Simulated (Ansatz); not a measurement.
# CH$_{5}$FOSn: what the fields show

```xyz
9

C    -1.4920    1.1253   -0.2776
F     1.6149    0.4459    0.5588
O     1.0285    3.0497   -1.0397
Sn    0.3463    1.9167    0.4287
H    -2.3234    1.3918    0.3880
H    -1.3962    0.0326   -0.3344
H    -1.6678    1.5343   -1.2818
H     0.4812    2.7116    1.9398
H     1.9286    3.3612   -0.8915
```

Geometry: PBE0-D3(BJ)/def2-SVP; core potentials replace the inner electrons of Sn.

Method: Ansatz 0.2.0, isolated molecule in a Gaussian basis; Kohn-Sham density functional theory, functional PBE0.

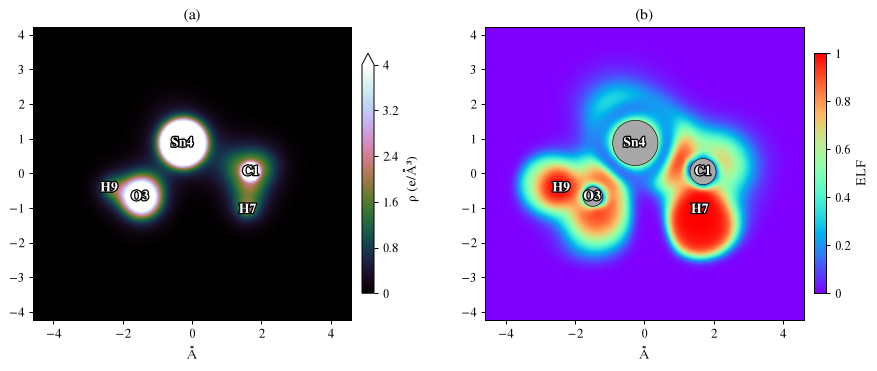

Figure 1. (a) electron density; (b) ELF on the plane of atoms Sn4, C1 and H7. Grey discs cover the atomic cores in the ELF map.

What does the map show?

Answer.
- Atoms in the plane: C, O, Sn and H.
- Sn–O (1.98 Å): ρ is about 0.81 e/Å³ halfway; the ELF peaks at about 0.85 in the valence shell of O, 0.6 Å from its nucleus, and drops to about 0.15 between the two atoms.
- C–Sn (2.12 Å): ρ is about 0.75 e/Å³ halfway; the ELF peaks at about 0.90 in the valence shell of C, 0.7 Å from its nucleus, and drops to about 0.20 between the two atoms.
- O–H (0.96 Å): ρ is about 3.7 e/Å³ halfway; the ELF climbs to about 1 towards the hydrogen, as it does in any bond to H; an ordinary covalent bond to hydrogen.
- C–H (1.10 Å): ρ is about 2 e/Å³ halfway; the ELF climbs to about 1 towards the hydrogen; a covalent bond by its length.
- The ELF also peaks beside O3, away from the bonds: lone-pair regions.

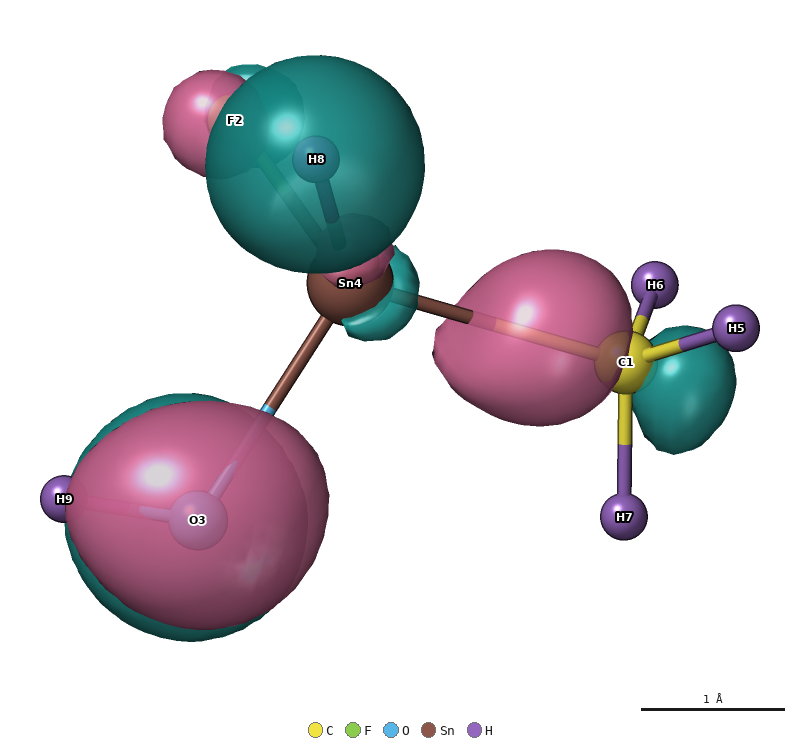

Figure 2. One frontier orbital at ±0.15 Å⁻³ᐟ² (teal and pink are the two phases), seen at a tilt.

Which orbital is it: HOMO or LUMO?

Answer. The HOMO, at −8.70 eV. Its weight (Hirshfeld) is mainly on O3 (about 55 %), Sn4 (about 15 %), H8 (about 10 %) and C1 (about 10 %).

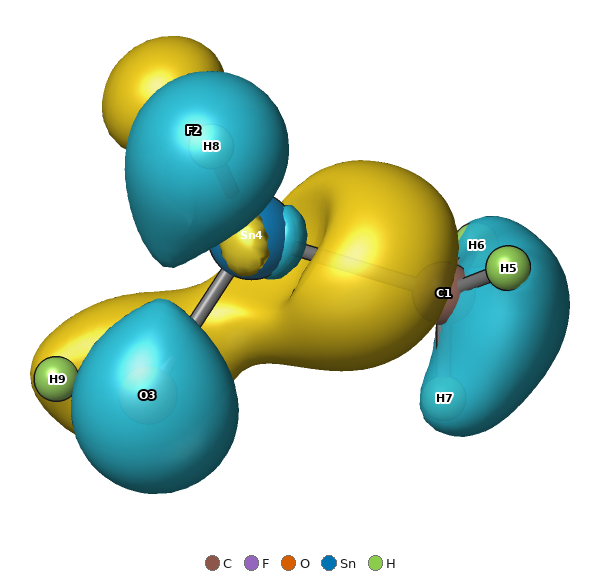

Figure 3. The HOMO−1 at ±0.1 Å⁻³ᐟ² (yellow and cyan are the two phases), seen across its widest extent.

Where does this orbital lie, and at what energy?

Answer. It lies mainly on O3 (about 30 %), C1 (about 20 %), Sn4 (about 20 %), F2 (about 15 %) and H8 (about 10 %). Its energy is −9.20 eV.
